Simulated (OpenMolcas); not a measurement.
**Relativistic diatomic calculation: NaN⁻ (part 2 of 2)**

The same run, continued: NaN⁻. Method: SA-CASSCF(7,8)/XMS-CASPT2 + RASSI spin-orbit (X2C scalar, AMFI), ANO-RCC-VTZP (OpenMolcas).

**Output (extracts), continued**
```
++ Dipole transition strengths (spin-free states):
     for osc. strength at least  1.00000000E-05
      From   To        Osc. strength     Einstein coefficients Ax, Ay, Az (sec-1)    Total A (sec-1)
         1   15       1.10712280E-03  5.73634862E+03  4.96580273E+02  0.00000000E+00  6.23292889E+03
         1   16       1.10713981E-03  4.96579975E+02  5.73644545E+03  0.00000000E+00  6.23302543E+03
         1    2       8.55150242E-03  0.00000000E+00  0.00000000E+00  6.22718493E+05  6.22718493E+05
         1   17       9.26140095E-02  9.76512712E+06  3.57819912E+06  0.00000000E+00  1.33433262E+07
         1   18       9.26141830E-02  3.57819211E+06  9.76515911E+06  0.00000000E+00  1.33433512E+07
         1    4       5.19945610E-02  0.00000000E+00  0.00000000E+00  1.06373032E+07  1.06373032E+07
         1   19       2.12753635E-02  2.08145058E+06  5.27866927E+06  0.00000000E+00  7.36011985E+06
         1   20       2.12752703E-02  5.27862125E+06  2.08146649E+06  0.00000000E+00  7.36008774E+06
         1    7       2.06521891E-01  0.00000000E+00  0.00000000E+00  7.46212491E+07  7.46212491E+07
         8   13       5.04532495E-02  0.00000000E+00  0.00000000E+00  1.03986728E+07  1.03986728E+07
        15    2       2.45435585E-03  8.56111007E+04  7.54271175E+03  0.00000000E+00  9.31538125E+04
        15   17       2.14725723E-03  0.00000000E+00  0.00000000E+00  1.99145636E+05  1.99145636E+05
        15   18       1.48471634E-04  0.00000000E+00  0.00000000E+00  1.37698817E+04  1.37698817E+04
        15    3       1.66069803E-01  1.70090978E+06  1.91705711E+07  0.00000000E+00  2.08714809E+07
        15    4       5.48348665E-02  7.18039995E+06  6.24738000E+05  0.00000000E+00  7.80513795E+06
        15    5       8.58292850E-02  1.47006773E+07  2.91360161E+03  0.00000000E+00  1.47035909E+07
        15    6       8.60058807E-02  2.92815290E+03  1.47894473E+07  0.00000000E+00  1.47923755E+07
        15   19       1.14904081E-02  0.00000000E+00  0.00000000E+00  3.02556020E+06  3.02556020E+06
        15   20       1.48898079E-01  0.00000000E+00  0.00000000E+00  3.92066237E+07  3.92066237E+07
        15    7       2.59600029E-02  6.59930646E+06  5.85108703E+05  0.00000000E+00  7.18441516E+06
        16    2       2.45434584E-03  7.54259927E+03  8.56108287E+04  0.00000000E+00  9.31534280E+04
        16   17       1.48471637E-04  0.00000000E+00  0.00000000E+00  1.37698816E+04  1.37698816E+04
        16   18       2.14725716E-03  0.00000000E+00  0.00000000E+00  1.99145623E+05  1.99145623E+05
        16    3       1.66082029E-01  1.91721614E+07  1.70085555E+06  0.00000000E+00  2.08730169E+07
        16    4       5.48345805E-02  6.24746993E+05  7.18035004E+06  0.00000000E+00  7.80509704E+06
        16    5       8.58276461E-02  2.91855242E+03  1.47003913E+07  0.00000000E+00  1.47033098E+07
        16    6       8.59916845E-02  1.47869947E+07  2.93883047E+03  0.00000000E+00  1.47899335E+07
        16   19       1.48898064E-01  0.00000000E+00  0.00000000E+00  3.92066184E+07  3.92066184E+07
        16   20       1.14904074E-02  0.00000000E+00  0.00000000E+00  3.02556001E+06  3.02556001E+06
        16    7       2.59612914E-02  5.85085307E+05  6.59968631E+06  0.00000000E+00  7.18477162E+06
         2   17       9.33053892E-03  8.22809786E+04  3.00449263E+04  0.00000000E+00  1.12325905E+05
         2   18       9.33053687E-03  3.00448661E+04  8.22810141E+04  0.00000000E+00  1.12325880E+05
         2    4       1.31392398E-03  0.00000000E+00  0.00000000E+00  4.37423405E+04  4.37423405E+04
         2   19       5.06272365E-02  1.45325396E+06  3.67668567E+06  0.00000000E+00  5.12993963E+06
         2   20       5.06272642E-02  3.67668822E+06  1.45325436E+06  0.00000000E+00  5.12994258E+06
         2    7       2.22074591E-01  0.00000000E+00  0.00000000E+00  2.43675779E+07  2.43675779E+07
         9   12       8.15095518E-02  0.00000000E+00  0.00000000E+00  9.14338544E+05  9.14338544E+05
         9   14       2.06931574E-02  0.00000000E+00  0.00000000E+00  2.47012669E+06  2.47012669E+06
        21   23       5.14464032E-03  2.78796501E+04  1.82992757E+02  0.00000000E+00  2.80626428E+04
        22   23       5.14466682E-03  1.82992972E+02  2.78796786E+04  0.00000000E+00  2.80626716E+04
        17    3       1.21749784E-02  8.17725719E+03  2.22273022E+04  0.00000000E+00  3.04045594E+04
        17    4       1.96769590E-04  7.76237344E+02  2.64864528E+02  0.00000000E+00  1.04110187E+03
        17    5       1.55720719E-02  1.73125686E+05  1.31077960E+04  0.00000000E+00  1.86233482E+05
        17    6       1.56877927E-02  1.34074692E+04  1.77038645E+05  0.00000000E+00  1.90446114E+05
        17   19       1.07590829E-05  0.00000000E+00  0.00000000E+00  4.68169693E+02  4.68169693E+02
        17   20       4.62622332E-02  0.00000000E+00  0.00000000E+00  2.01305042E+06  2.01305042E+06
        17    7       2.69738351E-02  9.69659055E+05  3.54101913E+05  0.00000000E+00  1.32376097E+06
        18    3       1.21743252E-02  2.22251704E+04  8.17775756E+03  0.00000000E+00  3.04029280E+04
        18    4       1.96768831E-04  2.64850342E+02  7.76247517E+02  0.00000000E+00  1.04109786E+03
        18    5       1.55714135E-02  1.31082740E+04  1.73117335E+05  0.00000000E+00  1.86225609E+05
        18    6       1.56895962E-02  1.77064414E+05  1.34035937E+04  0.00000000E+00  1.90468008E+05
        18   19       4.62622253E-02  0.00000000E+00  0.00000000E+00  2.01305000E+06  2.01305000E+06
        18   20       1.07590510E-05  0.00000000E+00  0.00000000E+00  4.68168325E+02  4.68168325E+02
        18    7       2.69746159E-02  3.54087911E+05  9.69711379E+05  0.00000000E+00  1.32379929E+06
        12   14       2.14205596E-02  0.00000000E+00  0.00000000E+00  1.22956666E+06  1.22956666E+06
         3   19       1.24836715E-02  2.23727990E+05  9.03922444E+04  0.00000000E+00  3.14120234E+05
         3   20       1.24823959E-02  9.04034244E+04  2.23684731E+05  0.00000000E+00  3.14088155E+05
         4   19       5.52064734E-02  2.89711893E+05  7.29298073E+05  0.00000000E+00  1.01900997E+06
         4   20       5.52064551E-02  7.29296043E+05  2.89713651E+05  0.00000000E+00  1.01900969E+06
         4    7       2.08960812E-03  0.00000000E+00  0.00000000E+00  4.62615874E+04  4.62615874E+04
         5   19       1.87542010E-02  1.46832203E+04  1.70021120E+05  0.00000000E+00  1.84704340E+05
         5   20       1.87545032E-02  1.70025359E+05  1.46819741E+04  0.00000000E+00  1.84707333E+05
         6   19       1.85987505E-02  1.65831742E+05  1.43222912E+04  0.00000000E+00  1.80154033E+05
         6   20       1.85995331E-02  1.43198368E+04  1.65841792E+05  0.00000000E+00  1.80161629E+05
        19    7       3.45256131E-04  1.63391683E+01  4.13877083E+01  0.00000000E+00  5.77268766E+01
        20    7       3.45239883E-04  4.13837623E+01  1.63403587E+01  0.00000000E+00  5.77241210E+01
 Electric-quadrupole - electric-quadrupole not included
 Electric-dipole - electric-octupole not included
 Electric-dipole - magnetic-quadrupole not included
   Eigenvalues of complex Hamiltonian:
  (Shifted by EMIN (a.u.) =       -216.7888424547)
 SO State       Relative EMIN(au)   Rel lowest level(eV)    D:o, cm**(-1)      Omega
     1            -0.0000016857        0.0000000000              0.0000         0.5
     2            -0.0000016857        0.0000000000              0.0000         0.5
     3            -0.0000005807        0.0000300670              0.2425         1.5
     4            -0.0000005807        0.0000300670              0.2425         1.5
     5             0.0037369329        0.1017329950            820.5319         0.5
     6             0.0037369329        0.1017329950            820.5319         0.5
     7             0.0131478538        0.3578171971           2885.9903         2.5
     8             0.0131478538        0.3578171971           2885.9903         2.5
     9             0.0132077273        0.3594464381           2899.1310         1.5
    10             0.0132077273        0.3594464381           2899.1310         1.5
    11             0.0132669804        0.3610587981           2912.1356         0.5
    12             0.0132669804        0.3610587981           2912.1356         0.5
    13             0.0133256148        0.3626543208           2925.0044         0.5
    14             0.0133256148        0.3626543208           2925.0044         0.5
    15             0.0476061423        1.2954749968          10448.7105         0.5
    16             0.0476061423        1.2954749968          10448.7105         0.5
    17             0.0476067136        1.2954905407          10448.8359         1.5
    18             0.0476067136        1.2954905407          10448.8359         1.5
    19             0.0504897722        1.3739425613          11081.5941         0.5
    20             0.0504897722        1.3739425613          11081.5941         0.5
    21             0.0506812025        1.3791516469          11123.6082         2.3
    22             0.0506812025        1.3791516469          11123.6082         2.3
    23             0.0506936221        1.3794896017          11126.3340         1.8
    24             0.0506936221        1.3794896017          11126.3340         1.8
    25             0.0653411809        1.7780699815          14341.1016         1.5
    26             0.0653411809        1.7780699815          14341.1016         1.5
    27             0.0653481778        1.7782603776          14342.6372         0.5
    28             0.0653481778        1.7782603776          14342.6372         0.5
    29             0.0653552677        1.7784533034          14344.1933         0.5
    30             0.0653552677        1.7784533034          14344.1933         0.5
    31             0.0653624440        1.7786485787          14345.7683         1.5
    32             0.0653624440        1.7786485787          14345.7683         1.5
    33             0.0653697102        1.7788463037          14347.3630         2.5
    34             0.0653697102        1.7788463037          14347.3630         2.5
    35             0.0653770659        1.7790464616          14348.9774         3.5
    36             0.0653770659        1.7790464616          14348.9774         3.5
    37             0.0669468490        1.8217624369          14693.5050         0.5
    38             0.0669468490        1.8217624369          14693.5050         0.5
    39             0.0669580272        1.8220666097          14695.9583         0.5
    40             0.0669580272        1.8220666097          14695.9583         0.5
    41             0.0669692479        1.8223719398          14698.4210         1.5
    42             0.0669692479        1.8223719398          14698.4210         1.5
    43             0.0669805112        1.8226784314          14700.8930         2.5
    44             0.0669805112        1.8226784314          14700.8930         2.5
    45             0.0691740524        1.8823677285          15182.3196         0.5
    46             0.0691740524        1.8823677285          15182.3196         0.5
    47             0.0757797866        2.0621189125          16632.1107         1.5
    48             0.0757797866        2.0621189125          16632.1107         1.5
    49             0.0757799616        2.0621236744          16632.1491         0.5
    50             0.0757799616        2.0621236744          16632.1491         0.5
    51             0.0783887028        2.1331111383          17204.7016         2.5
    52             0.0783887028        2.1331111383          17204.7016         2.5
    53             0.0783887046        2.1331111865          17204.7020         1.5
    54             0.0783887046        2.1331111865          17204.7020         1.5
    55             0.0783887054        2.1331112107          17204.7022         0.5
    56             0.0783887054        2.1331112107          17204.7022         0.5
    57
```

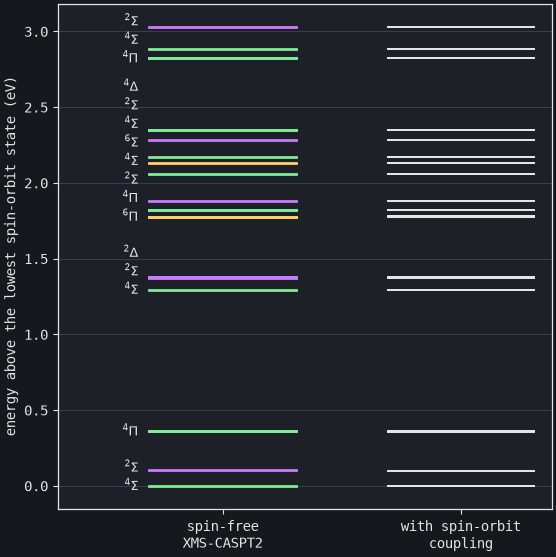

Figure 1. States up to 3.5 eV at 2.353 Å, without spin-orbit coupling (left, a colour for each spin multiplicity) and with it (right, where close levels merge). The spin-free states run ⁴Σ (0.00 eV), ²Σ (0.10 eV), ⁴Π (0.36 eV), ⁴Σ (1.30 eV), ²Σ (1.37 eV), ²Δ (1.38 eV) from the lowest. The lowest spin-orbit levels have |Ω| = 1/2 (0 cm⁻¹), 3/2 (0 cm⁻¹), 1/2 (821 cm⁻¹), 5/2 (2,886 cm⁻¹), 3/2 (2,899 cm⁻¹).

**The input**
```
&GATEWAY
Coord
2
angstrom
Na 0.0 0.0 0.0
N 0.0 0.0 2.3530
Basis=ANO-RCC-VTZP
Group=XY
RX2C
AMFI
ANGMom
0.0 0.0 0.0
RICD
&SEWARD
&GUESSORB
&RASSCF
FileOrb=$CurrDir/o41.orb
Symmetry=1
Spin=4
nActEl=7 0 0
Inactive=4 2
RAS2=4 4
CIRoot=7 7 1
Linear
Iterations=120 100
OrbListing=Nothing
PRWF=0.15
>>COPY $Project.RasOrb $CurrDir/o41.orb
>>COPY $Project.rasscf.h5 $CurrDir/r41.h5
&CASPT2
XMultistate=all
Imaginary=0.2
IPEA=0.25
MaxIter=40
>>COPY $Project.JobMix JOB001
&RASSCF
FileOrb=$CurrDir/o21.orb
Symmetry=1
Spin=2
nActEl=7 0 0
Inactive=4 2
RAS2=4 4
CIRoot=7 7 1
Linear
Iterations=120 100
OrbListing=Nothing
PRWF=0.15
>>COPY $Project.RasOrb $CurrDir/o21.orb
>>COPY $Project.rasscf.h5 $CurrDir/r21.h5
&CASPT2
XMultistate=all
Imaginary=0.2
IPEA=0.25
MaxIter=40
>>COPY $Project.JobMix JOB002
&RASSCF
FileOrb=$CurrDir/o42.orb
Symmetry=2
Spin=4
nActEl=7 0 0
Inactive=4 2
RAS2=4 4
CIRoot=6 6 1
Linear
Iterations=120 100
OrbListing=Nothing
PRWF=0.15
>>COPY $Project.RasOrb $CurrDir/o42.orb
>>COPY $Project.rasscf.h5 $CurrDir/r42.h5
&CASPT2
XMultistate=all
Imaginary=0.2
IPEA=0.25
MaxIter=40
>>COPY $Project.JobMix JOB003
&RASSCF
CIOnly
FileOrb=$CurrDir/ref.orb
Symmetry=2
Spin=6
nActEl=7 0 0
Inactive=4 2
RAS2=4 4
CIRoot=2 2 1
Linear
Iterations=120 100
OrbListing=Nothing
PRWF=0.15
>>COPY $Project.RasOrb $CurrDir/o62.orb
>>COPY $Project.rasscf.h5 $CurrDir/r62.h5
&CASPT2
XMultistate=all
Imaginary=0.2
IPEA=0.25
MaxIter=40
>>COPY $Project.JobMix JOB004
&RASSCF
CIOnly
FileOrb=$CurrDir/ref.orb
Symmetry=1
Spin=6
nActEl=7 0 0
Inactive=4 2
RAS2=4 4
CIRoot=1 1 1
Linear
Iterations=120 100
OrbListing=Nothing
PRWF=0.15
>>COPY $Project.RasOrb $CurrDir/o61.orb
>>COPY $Project.rasscf.h5 $CurrDir/r61.h5
&CASPT2
XMultistate=all
Imaginary=0.2
IPEA=0.25
MaxIter=40
>>COPY $Project.JobMix JOB005
&RASSI
Nr of JobIphs=5 7 7 6 2 1
1 2 3 4 5 6 7
1 2 3 4 5 6 7
1 2 3 4 5 6
1 2
1
SpinOrbit
EJob
Omega
MEES
MESO
Properties=4
'AngMom' 3 'Mltpl  1' 1 'Mltpl  1' 2 'Mltpl  1' 3
Thrs=1.0d-4
>>COPY $Project.rassi.h5 $CurrDir/so.h5
```

The first orbital files come from an earlier step.

Run as:
```bash
pymolcas m.inp (one call a module block, same work directory)
```

**Results in brief**

- outcome: converged; components of a degenerate state are split by 32 cm⁻¹; whether the anion is bound against detachment isn't tested; the ground state isn't settled
- lowest spin-free state: ⁴Σ
- lowest spin-orbit level: Ω = 1/2, −216.78884 hartree
- next level: Ω = 3/2, 0 cm⁻¹
- hardware: 1 thread of Arm Neoverse V2, 24 GiB of memory available, shared host
- wall time: 37 s

**Notes**

Caveats: the two components of ⁴Δ at 2.35 eV, degenerate in CASSCF as they must be, are split by 32 cm⁻¹ in XMS-CASPT2, an artefact that passes into its spin-orbit levels; 12 of the 84 spin-orbit states have no clean Ω, so their splittings aren't to be trusted; the run doesn't test whether the anion keeps its extra electron; the basis has no added diffuse functions, and states above the detachment threshold, which may include the lowest, are held only by it; CASPT2 reverses the order of the lowest states (CASSCF has multiplicity 2 lowest), so the ground state isn't settled by this run.
